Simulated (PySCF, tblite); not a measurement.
# C₄H₁₁NSi₂: geometry, infrared bands and NMR shifts

Aim: predict the infrared bands and NMR shifts of C₄H₁₁NSi₂ (`C=N/C(=C\[SiH3])C[SiH3]`).

The runs use tblite 0.8.0 and PySCF 2.14.0, with density-fitted response routines of our own; the level of theory stands in each step. All values are computed, except where a source is named. Atoms count from 0, in the outputs and in this text.

### Step 1. The molecule as given

18 atoms, charge 0, multiplicity 1; geometry from: force field or distance geometry start.

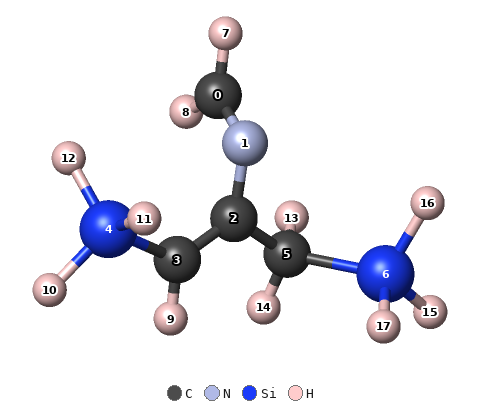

The starting geometry (carbon dark grey, nitrogen light blue, silicon blue, hydrogen pink), atoms numbered.

### Step 2. Optimising the geometry with GFN2-xTB

What the job is given:

```
{"job": {"kind": "relax", "xc": "GFN2-xTB", "basis": "xTB"}, "charge": 0, "multiplicity": 1}
C     -1.314600     1.547200     1.125900
N     -0.658200     0.450000     1.124200
C     -0.068300     0.104300    -0.062700
C     -0.631500    -0.780500    -0.911100
Si    -2.176600    -1.745800    -0.677600
C      1.240100     0.772600    -0.405700
Si     2.724100     0.160700     0.560300
H     -1.808600     1.896300     2.055800
H     -1.439400     2.187900     0.236500
H     -0.136900    -1.033000    -1.829700
H     -2.503200    -2.413800    -1.972700
H     -2.027300    -2.801300     0.350700
H     -3.316600    -0.844400    -0.339500
H      1.155300     1.855500    -0.259200
H      1.463600     0.651000    -1.467900
H      3.942900     0.849000     0.083200
H      2.614200     0.457000     2.020200
H      2.932200    -1.306200     0.357700
```

On the command line:

```sh
> OMP_NUM_THREADS=1 python probes_run.py task.json out
```

The driver reads the jobs from task.json and runs them one after another.

Standard output:

```text
step      E/eV     max force
  0    -557.38351    2.368
  1    -557.48296    1.843
  2    -557.53004    0.521
  3    -557.54344    0.429
  4    -557.55351    0.278
  5    -557.56072    0.238
  6    -557.57087    0.236
  7    -557.57757    0.212
  8    -557.58384    0.219
  9    -557.58903    0.180
 10    -557.59369    0.154
 11    -557.59792    0.165
 12    -557.60238    0.223
 13    -557.60685    0.219
 14    -557.61115    0.172
 15    -557.61503    0.146
 16    -557.61826    0.126
 17    -557.62081    0.117
 18    -557.62271    0.094
 19    -557.62424    0.093
 20    -557.62582    0.118
 21    -557.62756    0.118
 22    -557.62929    0.110
 23    -557.63078    0.090
 24    -557.63194    0.078
 25    -557.63293    0.072
 26    -557.63389    0.087
 27    -557.63479    0.077
 28    -557.63565    0.072
 29    -557.63654    0.073
 30    -557.63748    0.080
 31    -557.63839    0.083
 32    -557.63920    0.069
 33    -557.63994    0.084
 34    -557.64062    0.075
 35    -557.64126    0.060
 36    -557.64184    0.056
 37    -557.64240    0.055
 38    -557.64303    0.078
 39    -557.64388    0.099
 40    -557.64496    0.103
 41    -557.64619    0.106
 42    -557.64745    0.095
 43    -557.64879    0.094
 44    -557.65041    0.106
 45    -557.65243    0.120
 46    -557.65454    0.098
 47    -557.65634    0.096
 48    -557.65817    0.155
 49    -557.65680    0.516
 50    -557.66150    0.133
 51    -557.66287    0.121
 52    -557.66584    0.088
 53    -557.66701    0.093
 54    -557.66970    0.183
 55    -557.67192    0.141
 56    -557.67415    0.099
 57    -557.67500    0.083
 58    -557.67626    0.101
 59    -557.67736    0.083
 60    -557.67824    0.098
 61    -557.67878    0.080
 62    -557.67917    0.056
 63    -557.67960    0.059
 64    -557.68013    0.054
 65    -557.68084    0.062
 66    -557.68155    0.083
 67    -557.68217    0.079
 68    -557.68268    0.054
 69    -557.68316    0.041
 70    -557.68361    0.047
 71    -557.68403    0.040
 72    -557.68448    0.043
 73    -557.68497    0.060
 74    -557.68543    0.066
 75    -557.68575    0.047
 76    -557.68597    0.035
 77    -557.68617    0.031
 78    -557.68640    0.033
 79    -557.68667    0.050
 80    -557.68694    0.061
 81    -557.68726    0.066
 82    -557.68763    0.046
 83    -557.68797    0.037
 84    -557.68818    0.033
 85    -557.68833    0.036
 86    -557.68852    0.040
 87    -557.68879    0.041
 88    -557.68908    0.037
 89    -557.68926    0.032
 90    -557.68937    0.029
 91    -557.68946    0.026
 92    -557.68961    0.033
 93    -557.68976    0.030
 94    -557.68986    0.015
 95    -557.68990    0.019
 96    -557.68994    0.013
 97    -557.68999    0.016
 98    -557.69006    0.017
 99    -557.69012    0.012
100    -557.69015    0.012
101    -557.69017    0.014
102    -557.69020    0.016
103    -557.69023    0.018
104    -557.69027    0.017
105    -557.69030    0.015
106    -557.69033    0.016
107    -557.69039    0.019
108    -557.69047    0.022
109    -557.69057    0.035
110    -557.69065    0.027
111    -557.69074    0.029
112    -557.69090    0.031
113    -557.69127    0.046
114    -557.69206    0.100
115    -557.69303    0.137
116    -557.69500    0.125
117    -557.69596    0.176
118    -557.69696    0.185
119    -557.69927    0.098
120    -557.70077    0.117
121    -557.70287    0.176
122    -557.70584    0.105
123    -557.70914    0.154
124    -557.71171    0.252
125    -557.71335    0.105
126    -557.71504    0.173
127    -557.71604    0.197
128    -557.71831    0.153
129    -557.71958    0.143
130    -557.72125    0.109
131    -557.72275    0.110
132    -557.72343    0.069
133    -557.72421    0.065
134    -557.72465    0.045
135    -557.72513    0.050
136    -557.72596    0.055
137    -557.72632    0.044
138    -557.72704    0.045
139    -557.72741    0.037
140    -557.72768    0.033
141    -557.72789    0.032
142    -557.72808    0.036
143    -557.72822    0.026
144    -557.72835    0.023
145    -557.72850    0.027
146    -557.72869    0.033
147    -557.72892    0.035
148    -557.72914    0.034
149    -557.72931    0.031
150    -557.72945    0.029
151    -557.72961    0.037
152    -557.72984    0.046
153    -557.73014    0.047
154    -557.73040    0.043
155    -557.73057    0.033
156    -557.73072    0.031
157    -557.73091    0.030
158    -557.73118    0.051
159    -557.73148    0.056
160    -557.73175    0.038
161    -557.73198    0.030
162    -557.73222    0.028
163    -557.73247    0.038
164    -557.73271    0.035
165    -557.73293    0.029
166    -557.73312    0.027
167    -557.73332    0.030
168    -557.73356    0.040
169    -557.73381    0.035
170    -557.73405    0.038
171    -557.73425    0.031
172    -557.73443    0.032
173    -557.73458    0.031
174    -557.73474    0.028
175    -557.73486    0.020
176    -557.73493    0.015
177    -557.73497    0.017
178    -557.73503    0.017
179    -557.73508    0.015
180    -557.73513    0.020
181    -557.73520    0.022
182    -557.73528    0.022
183    -557.73537    0.018
184    -557.73544    0.020
185    -557.73549    0.017
186    -557.73553    0.018
187    -557.73557    0.016
188    -557.73561    0.014
189    -557.73563    0.014
190    -557.73565    0.011
191    -557.73567    0.011
192    -557.73568    0.011
193    -557.73569    0.008
```

It took 1.5 s on 1 thread of Intel Xeon Platinum 8488C, shared host.

The steps of the relaxation: (not every step is listed)

```
step  energy from step 0 (eV)  largest force (eV/Å)
   0                   0.0000                2.3679
   1                  -0.0995                1.8433
   2                  -0.1465                0.5214
   3                  -0.1599                0.4288
   4                  -0.1700                0.2782
   5                  -0.1772                0.2382
   6                  -0.1874                0.2357
   7                  -0.1941                0.2123
   8                  -0.2003                0.2189
  26                  -0.2504                0.0870
  44                  -0.2669                0.1063
  62                  -0.2957                0.0558
  80                  -0.3034                0.0610
  98                  -0.3066                0.0169
 116                  -0.3115                0.1247
 134                  -0.3411                0.0455
 152                  -0.3463                0.0457
 170                  -0.3505                0.0381
 188                  -0.3521                0.0140
 189                  -0.3521                0.0139
 190                  -0.3521                0.0112
 191                  -0.3522                0.0115
 192                  -0.3522                0.0106
 193                  -0.3522                0.0079
```

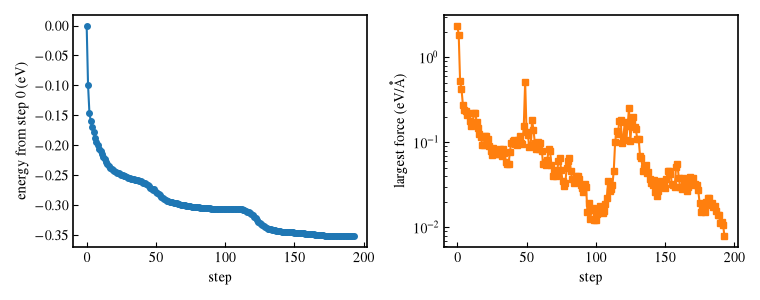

Energy and largest force along the relaxation.

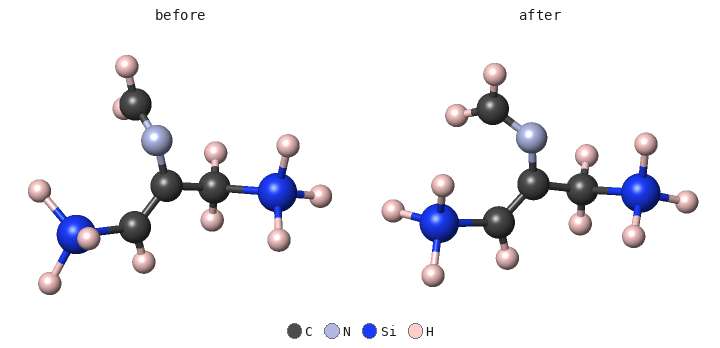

The geometry before (left) and after (right).

Distances of close pairs at the start and the end, largest changes first:

```
   bond  before (Å)  after (Å)  change (Å)
 C5–Si6       1.873      1.911      +0.038
Si6–H16       1.494      1.459      -0.035
 C3–Si4       1.837      1.869      +0.032
Si6–H17       1.495      1.464      -0.032
  C0–H7       1.109      1.081      -0.028
Si4–H10       1.493      1.466      -0.027
  C0–N1       1.279      1.253      -0.026
Si4–H12       1.492      1.471      -0.022
```

The final coordinates are the input of the step that follows.

### Step 3. Vibrational analysis with GFN2-xTB

What the job is given:

```
{"job": {"kind": "ir", "xc": "GFN2-xTB", "basis": "xTB"}, "charge": 0, "multiplicity": 1}
C     -1.472392     1.093970     1.308914
N     -0.328590     0.671461     1.020272
C      0.072145     0.307850    -0.248150
C     -0.591338    -0.570127    -1.017563
Si    -2.203316    -1.443243    -0.652683
C      1.418104     0.856242    -0.589842
Si     2.746552     0.090318     0.550785
H     -1.696636     1.303386     2.345612
H     -2.259760     1.286911     0.575739
H     -0.102978    -0.847208    -1.944668
H     -2.127376    -2.801773    -1.198181
H     -2.469801    -1.507146     0.787019
H     -3.318340    -0.742729    -1.307269
H      1.416853     1.938716    -0.449759
H      1.646622     0.656039    -1.635942
H      4.050259     0.590194     0.099142
H      2.504619     0.489770     1.933188
H      2.706611    -1.366316     0.411731
```

Standard output:

```text
mode    cm-1     km/mol
  1      21.7      0.28
  2      84.5      0.27
  3     107.6      0.34
  4     119.4      0.55
  5     156.9      3.33
  6     174.5      3.18
  7     193.1      9.37
  8     286.3      8.34
  9     327.1      2.84
 10     413.6      8.08
 11     509.1     23.21
 12     514.7     34.98
 13     538.7     53.99
 14     549.5     79.33
 15     654.3     17.67
 16     682.4     17.05
 17     742.5      4.23
 18     770.6     99.90
 19     773.2    118.18
 20     777.8    162.30
 21     782.5    559.27
 22     797.1     31.72
 23     799.7     61.16
 24     805.5    272.72
 25     813.8    221.40
 26     817.0    280.13
 27     936.9     21.21
 28     967.3     15.68
 29    1101.7     15.55
 30    1137.8      8.87
 31    1152.1     35.06
 32    1197.4     63.67
 33    1309.2      4.33
 34    1419.9      3.83
 35    1461.9      4.78
 36    1608.4    212.67
 37    1732.5     35.51
 38    2195.2    395.22
 39    2232.6    313.97
 40    2235.1    428.72
 41    2240.3    173.79
 42    2264.4    289.61
 43    2305.8    244.95
 44    2901.4     78.19
 45    2967.4     36.70
 46    2998.9     22.82
 47    3027.9     49.30
 48    3059.4     21.95
```

Wall time 0.74 s (1 thread of Intel Xeon Platinum 8488C, shared host).

The strongest bands and the atoms that carry them (share of the mass-weighted mode):

```
cm⁻¹  km/mol                                 atoms
 782   559.3          H17 33 %, H15 28 %, H16 19 %
 806   272.7  H13 16 %, C5 15 %, H9 11 %, H15 11 %
 817   280.1                    H12 34 %, H10 33 %
2195   395.2                              H12 94 %
2233   314.0                              H15 83 %
2235   428.7          H11 54 %, H10 29 %, H15 13 %
2264   289.6                              H17 96 %
2306   244.9                              H16 97 %
```

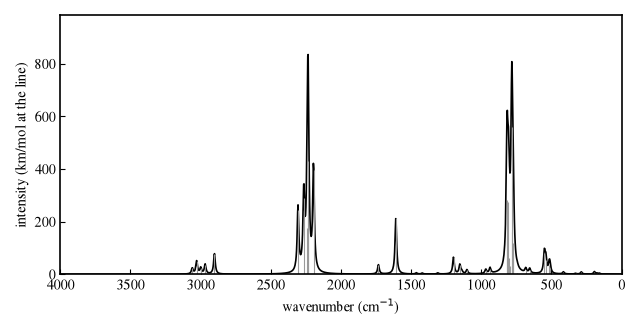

The infrared spectrum from these modes, unscaled. Lines are broadened to a width of 14 cm⁻¹ (Lorentzian).

### Step 4. Nuclear shieldings: PBE0/pcSseg-1

Same as in step 3 but for these lines:

```diff
@@ -1,2 +1,2 @@
-{"job": {"kind": "ir", "xc": "GFN2-xTB", "basis": "xTB"}, "charge": 0, "multiplicity": 1}
+{"job": {"kind": "nmr", "xc": "PBE0", "basis": "pcSseg-1"}, "charge": 0, "multiplicity": 1}
 C     -1.472392     1.093970     1.308914
```

With the program's defaults for keys left out, this is: GIAO PBE0/pcSseg-1 NMR shielding, non-relativistic, gas phase.

Standard output:

```text
coarse grid: 15480 points
cycle   1  E = -792.0851202748  dE =  5.933e-01  |g| = 4.181e-01  |ddm| = 3.783e+00
cycle   2  E = -792.0502885744  dE =  3.483e-02  |g| = 5.528e-01  |ddm| = 8.549e-01
cycle   3  E = -792.1288982725  dE = -7.861e-02  |g| = 9.460e-02  |ddm| = 5.528e-01
cycle   4  E = -792.1308036683  dE = -1.905e-03  |g| = 3.665e-02  |ddm| = 9.210e-02
cycle   5  E = -792.1310605023  dE = -2.568e-04  |g| = 1.407e-02  |ddm| = 3.494e-02
cycle   6  E = -792.1311067110  dE = -4.621e-05  |g| = 4.194e-03  |ddm| = 1.732e-02
cycle   7  E = -792.1311110942  dE = -4.383e-06  |g| = 9.037e-04  |ddm| = 4.403e-03
final grid: 138768 points
cycle   8  E = -792.1699143043  dE = -2.618e-05  |g| = 6.803e-03  |ddm| = 2.720e-02
cycle   9  E = -792.1699040683  dE =  1.024e-05  |g| = 9.228e-03  |ddm| = 1.568e-02
cycle  10  E = -792.1699256266  dE = -2.156e-05  |g| = 2.184e-03  |ddm| = 9.905e-03
cycle  11  E = -792.1699267076  dE = -1.081e-06  |g| = 2.898e-04  |ddm| = 1.687e-03
cycle  12  E = -792.1699267235  dE = -1.581e-08  |g| = 1.075e-04  |ddm| = 3.399e-04
cycle  13  E = -792.1699267263  dE = -2.817e-09  |g| = 2.612e-05  |ddm| = 1.242e-04
cycle  14  E = -792.1699267264  dE = -1.546e-10  |g| = 8.168e-06  |ddm| = 3.663e-05
converged SCF energy = -792.1699267264

GIAO shielding tensors (ppm)
atom      isotropic    diamagn.    paramagn.     s11        s22        s33       span
  0 C       35.486     256.829    -221.343    -49.628     24.196    131.890    181.517
  1 N     -142.452     334.272    -476.724   -464.795   -166.609    204.048    668.843
  2 C        9.958     258.064    -248.106   -106.725     14.911    121.689    228.414
  3 C       91.457     259.823    -168.366     24.647     87.539    162.185    137.538
  4 Si     435.129     880.925    -445.796    412.619    423.679    469.089     56.470
  5 C      159.360     251.063     -91.703    140.084    148.717    189.278     49.193
  6 Si     411.745     878.867    -467.123    375.351    399.419    460.464     85.113
  7 H       24.500      30.659      -6.160     22.900     24.632     25.968      3.068
  8 H       24.299      32.498      -8.199     21.168     24.545     27.183      6.015
  9 H       27.119      34.226      -7.106     24.002     26.890     30.466      6.463
 10 H       27.631      29.023      -1.392     24.048     25.808     33.037      8.989
 11 H       27.733      30.307      -2.574     24.637     27.563     31.001      6.364
 12 H       27.450      29.175      -1.725     23.910     25.382     33.058      9.148
 13 H       29.821      30.639      -0.819     26.439     28.222     34.801      8.362
 14 H       29.731      31.798      -2.066     25.673     29.269     34.252      8.579
 15 H       27.653      28.022      -0.369     24.666     25.238     33.054      8.389
 16 H       27.282      28.667      -1.385     23.418     26.368     32.060      8.642
 17 H       27.771      28.959      -1.189     24.594     26.641     32.078      7.483
```

It took 37 s on 1 thread of Intel Xeon Platinum 8488C, shared host; peak memory 0.84 GiB.

Shifts follow as δ = σ(reference) − σ, with reference shieldings (ppm) from runs at the same level and on the same kind of geometry: 1H TMS 31.72, 13C TMS 186.9, 29Si TMS 349.2, 15N NH3 267.7. The references are single molecules in the gas phase, so shifts against H2O, NH3, PH3, H3PO4 or CFCl3 are not on the usual liquid scales and can be off by tens of ppm. Atoms listed in one row are averaged.

```
        atoms                                  environment  σ (ppm)  δ (ppm)  δ scaled to CDCl3
           C2              fully substituted alkene carbon     10.0    177.0              170.8
           C0                                   C=N carbon     35.5    151.4              145.9
           C3                                    alkene CH     91.5     95.5               91.3
           C5                 allylic sp3 CH2 bonded to Si    159.4     27.6               25.0
           H8                     hydrogen on a C=N carbon    24.30     7.42               7.10
           H7                     hydrogen on a C=N carbon    24.50     7.22               6.91
           H9                     hydrogen on an alkene CH    27.12     4.60               4.44
H15, H16, H17            hydrogen on a silicon bonded to C    27.57     4.15                  –
H10, H11, H12            hydrogen on a silicon bonded to C    27.60     4.11                  –
     H13, H14  hydrogen on an allylic sp3 CH2 bonded to Si    29.78     1.94               1.94
           N1                               imine nitrogen   -142.5    410.2                  –
          Si6                     silicon bonded to C, 3 H    411.7    -62.6                  –
          Si4                     silicon bonded to C, 3 H    435.1    -86.0                  –
```

The scaled column applies a straight-line fit of computed shieldings to shifts measured in CDCl3 (root-mean-square error 0.16 ppm for H, 1.9 ppm for C).

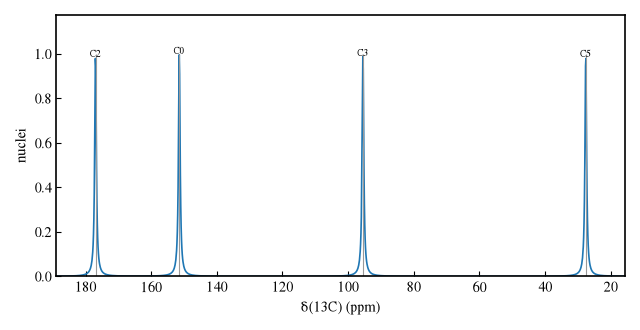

13C lines at the computed shifts, without couplings. Lines are broadened to a width of 0.60 ppm (Lorentzian).

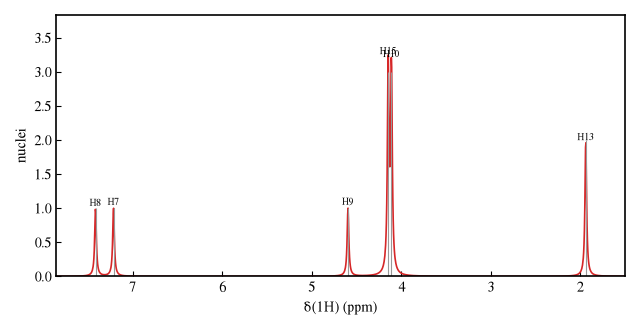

1H lines at the computed shifts, without couplings. Lines are broadened to a width of 0.02 ppm (Lorentzian).

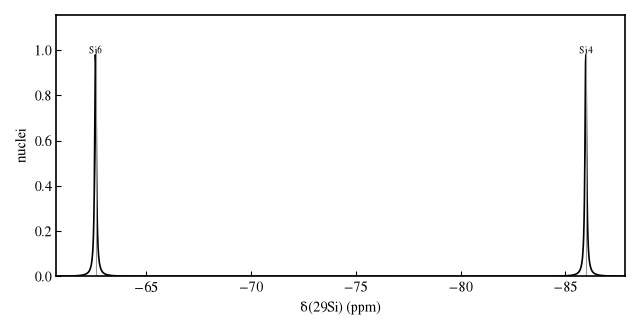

29Si lines at the computed shifts, without couplings. Lines are broadened to a width of 0.09 ppm (Lorentzian).

Charges from the same density, by scheme (e):

```
atoms  Mulliken    IAO  Hirshfeld  ESP fit
   C0      0.01  -0.10       0.03     0.06
   N1     -0.39  -0.24      -0.11    -0.34
   C2     -0.05   0.14       0.06     0.38
   C3     -0.36  -0.51      -0.18    -0.53
  Si4      0.50   0.59       0.29     0.43
   C5     -0.40  -0.54      -0.16    -0.53
  Si6      0.52   0.62       0.31     0.53
```

ESP fit charges:

C0 0.06; N1 -0.34; C2 0.38; C3 -0.53; Si4 0.43; C5 -0.53; Si6 0.53; H7 0.09; H8 0.08; H9 0.20; H10 -0.10; H11 -0.09; H12 -0.12; H13 0.18; H14 0.14; H15 -0.14; H16 -0.13; H17 -0.11

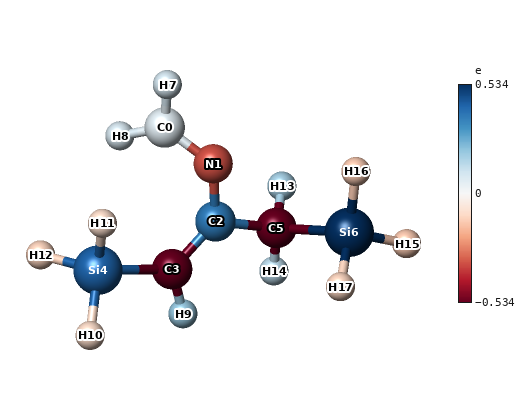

ESP fit charges, as colours on the atoms.

Mayer bond orders: C0–N1 1.92, N1–C2 1.07, C2–C3 1.76, C3–Si4 0.92, C2–C5 1.03, C5–Si6 0.88.

Orbitals, density, ELF and potential are computed afterwards from the orbital file.

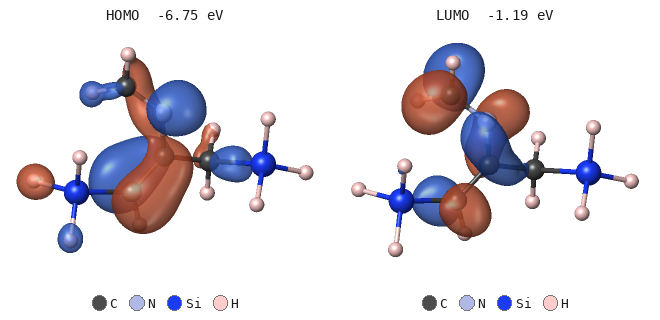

PBE0/pcSseg-1 orbitals near the gap, drawn at the value that encloses 70 % of each; the two colours are the two signs.

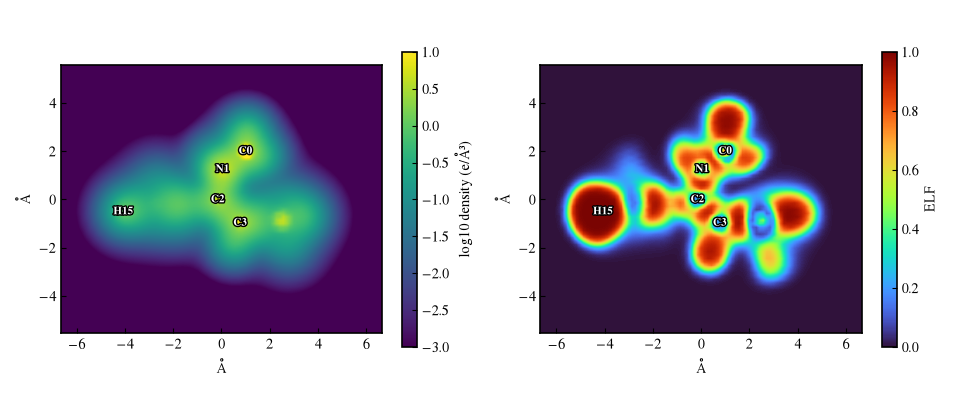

Density (left) and ELF (right) in a plane through or near 5 of the atoms.

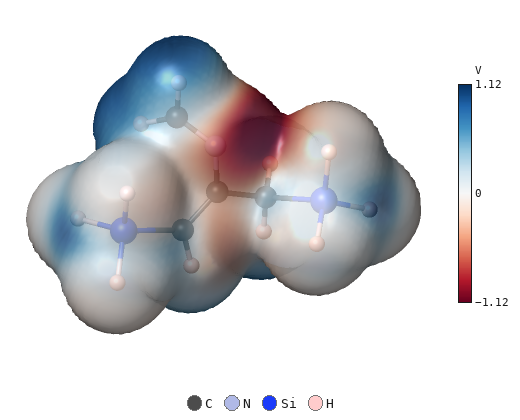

The potential that a unit positive charge feels on the 0.002 e/bohr³ surface, from -1.12 V near N1 to 1.00 V near H7.

### Step 5. What came out

```
                                                              quantity                                   value
                             strongest single infrared mode (GFN2-xTB)                    782 cm⁻¹, 559 km/mol
                                          zero-point energy (GFN2-xTB)                           79.6 kcal/mol
                                13C shifts against TMS (PBE0/pcSseg-1)            177.0, 151.4, 95.5, 27.6 ppm
1H shifts against TMS (PBE0/pcSseg-1, means over atoms taken as alike)  7.42, 7.22, 4.60, 4.15, 4.11, 1.94 ppm
                                15N shifts against NH3 (PBE0/pcSseg-1)                               410.2 ppm
                               29Si shifts against TMS (PBE0/pcSseg-1)                        -62.6, -86.0 ppm
                                 surface potential, least and greatest                      -1.12 V and 1.00 V
```

What this shows: Relaxing lowered the energy by 0.352 eV in 193 steps; the close pair that moved most is C5–Si6, from 1.873 to 1.911 Å. All 48 modes are real, so the xTB geometry is a minimum. The strongest single mode, at 782 cm⁻¹, is carried by H17, H15, H16. GFN2-xTB is a fitted tight-binding method: band positions and strengths are rough. Its intensities can rank the bands wrongly. At PBE0/pcSseg-1: The largest span, 669 ppm, is at N1, where the paramagnetic term is -477 ppm. At PBE0/pcSseg-1, counted by nearest atom on the grid, the HOMO lies on C3 34 %; N1 21 %, the LUMO on C0 27 %; N1 22 %.
